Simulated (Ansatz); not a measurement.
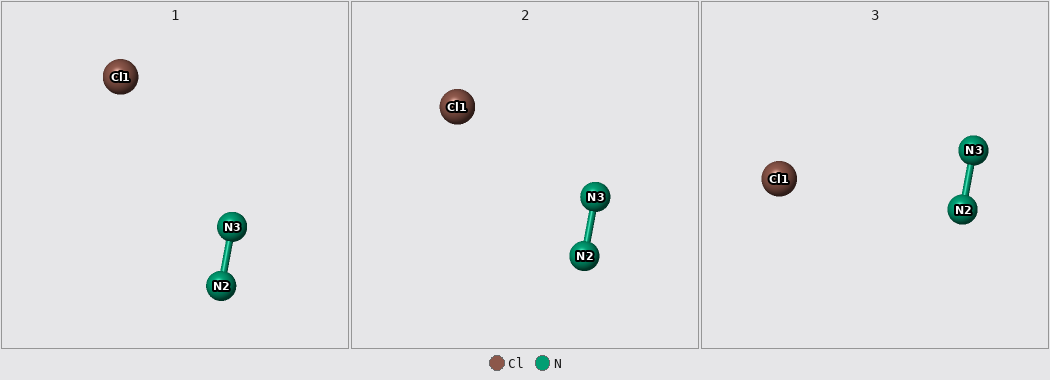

The pair Cl···N₂, charge −1. The turn is about an axis along (−0.56, 0.83, −0.00) in the frame of the relaxed pair, normal to the line between the partners. Coordinates scanned: (1) distance N3···Cl1; (2) turn of Cl1 about N3. The scan uses a 13 × 13 grid. All energies are given in cm⁻¹ relative to the lowest grid point. Method: RKS PBE0-D4/def2-TZVPD in Ansatz.

The numbered pictures are structures from this grid.

### Rank them by energy, lowest first.

3, at distance N3···Cl1 = 3.698 Å, turn of Cl1 about N3 = 10°: 0 cm⁻¹; 2, at distance N3···Cl1 = 3.083 Å, turn of Cl1 about N3 = −30°: 184 cm⁻¹; 1, at distance N3···Cl1 = 3.451 Å, turn of Cl1 about N3 = −50°: 342 cm⁻¹.

The map, with the structures marked:

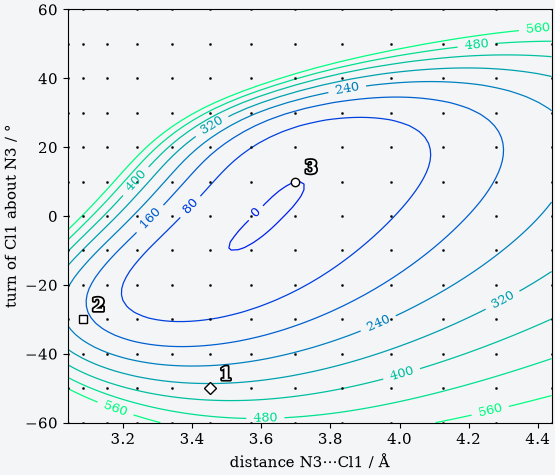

In the figure: contour lines labelled in cm⁻¹ (none above 560), dots at the grid points. Between grid points the surface is interpolated.
